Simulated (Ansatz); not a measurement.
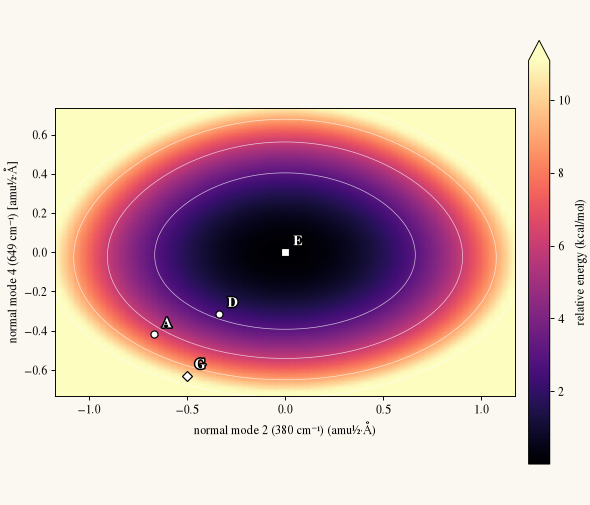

CH2FNSi, SMILES FC1=N[SiH2]1. Coordinates scanned: (1) normal mode 2 (380 cm⁻¹); (2) normal mode 4 (649 cm⁻¹). Nothing is relaxed (straight displacements along the two mass-weighted modes). Grid: 15 × 15 points; 120 points were computed and 105 follow by symmetry. Energies are in kcal/mol, from the lowest grid point. All numbers below come from Ansatz, RKS PBE0-D4/def2-TZVP.

In the figure: a smooth colour map with a few white contour lines, one colour for all values above the top of the scale, lettered points. Between grid points the surface is interpolated.

What kind of point is each of A, D, E, G: minimum, saddle, maximum or slope?

A: on a slope; D: on a slope; E: minimum; G: on a slope. (In these two coordinates alone; a stationary point may lie a little off the grid point.)

Rank the lettered points by energy, lowest first.

E (0.0 kcal/mol), D (2.6 kcal/mol), A (6.9 kcal/mol), G (10.5 kcal/mol).
